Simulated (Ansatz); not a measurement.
## Convergence study of the k-point mesh for SrCuTeF (P4mm, 8 atoms in the cell)

```
CELL_PARAMETERS angstrom
      4.26354     0.00000     0.00000
      0.00000     4.26354     0.00000
      0.00000     0.00000     9.19388
ATOMIC_POSITIONS crystal
  Sr 0.00000 0.50000 0.85797
  Sr 0.50000 0.00000 0.14747
  Cu 0.50000 0.50000 0.50000
  Cu 0.00000 0.00000 0.50000
  Te 0.00000 0.50000 0.32626
  Te 0.50000 0.00000 0.67374
  F  0.50000 0.50000 0.00000
  F  0.00000 0.00000 0.00000
```

Level of theory: PBEsol, default PAW files made with PBE (plane waves; Ansatz, an electronic-structure program).

Base settings: basis.ecutwfc = 420 eV; kpoints.mp_grid.grid = 6 6 3; hamiltonian.xc = pbesol; hamiltonian.pseudopotentials = {kind: paw} (the program's default PAW files); scf.occupations.method = fermi_dirac; scf.occupations.width = 0.02 eV.

The second cell is the first with its lattice scaled by 0.98.

Only quantities that move along the ladder and can be compared are tabulated.

The count of work is k-points × plane waves × bands × iterations; it is no time. Core times come from one kind of shared machine, to one figure; runs under 30 s give none.

The starting cell comes from a database of computed structures (which also holds hypothetical and non-ambient phases and stackings), without a prior relaxation at this level. Its lattice was rescaled by up to half a per cent. One atom was moved a little off its site on purpose. Ansatz's pressure includes its estimate of the finite-basis (Pulay) stress.

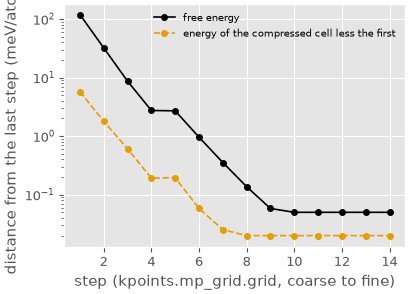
Distance from the last step along the ladder; very small values are drawn at a floor.

| kpoints.mp_grid.grid | free energy less the last step's (meV/atom) | energy of the compressed cell less the first (meV/atom) | pressure (GPa) | largest difference of a force vector from the last step's (eV/Å) | count of work / last | core time / last (rough) |
|---|---|---|---|---|---|---|
| 2 2 1 | 118.76 | 0.29 | -1.84 | 0.470 | 0.013 | – |
| 3 3 2 | 32.05 | -3.69 | -2.34 | 0.141 | 0.024 | – |
| 4 4 2 | 8.67 | -4.87 | -2.49 | 0.060 | 0.053 | – |
| 5 5 2 | 2.74 | -5.29 | -2.54 | 0.023 | 0.053 | – |
| 5 5 3 | 2.70 | -5.28 | -2.54 | 0.023 | 0.053 | – |
| 6 6 3 | 0.96 | -5.42 | -2.55 | 0.009 | 0.089 | – |
| 7 7 3 | 0.35 | -5.45 | -2.56 | 0.004 | 0.089 | – |
| 8 8 4 | 0.14 | -5.46 | -2.56 | 0.002 | 0.20 | 0.2 |
| 9 9 5 | 0.06 | -5.47 | -2.56 | 0.001 | 0.20 | 0.2 |
| 10 10 5 | 0.02 | -5.47 | -2.56 | 0.000 | 0.28 | 0.3 |
| 11 11 5 | 0.01 | -5.47 | -2.56 | 0.000 | 0.28 | 0.3 |
| 12 12 6 | 0.00 | -5.47 | -2.56 | 0.000 | 0.50 | 0.4 |
| 14 14 7 | 0.00 | -5.48 | -2.56 | 0.000 | 0.64 | 0.5 |
| 15 15 7 | 0.00 | -5.48 | -2.56 | 0.000 | 0.64 | 0.5 |
| 17 17 8 | 0.00 | -5.48 | -2.56 | 0.000 | 1.0 | 1 |

Coarsest kpoints.mp_grid.grid that holds the pressure within 0.2 GPa of the last step, with all finer ones: 4 4 2, at 0.053 of the last step's count of work; the step before is off by 0.22 GPa.

Coarsest kpoints.mp_grid.grid that holds the forces within 0.005 eV/Å of the last step, with all finer ones: 7 7 3, at 0.089 of the last step's count of work; the step before is off by 0.009 eV/Å.

Coarsest kpoints.mp_grid.grid that holds the energy of the compressed cell less the first within 1 meV/atom of the last step, with all finer ones: 4 4 2, at 0.053 of the last step's count of work; the step before is off by 1.8 meV/atom.

The energy difference between the two cells stays within 1 meV/atom of the last step's from 4 4 2 on, the total only from 6 6 3 on: much of the error is common to both cells and cancels.

Two neighbours can agree and both be off: 5 5 2 and 5 5 3 differ by 0.04 meV/atom in the free energy, yet lie about 2.7 meV/atom from the last step.

Keys are those of Ansatz 0.2.
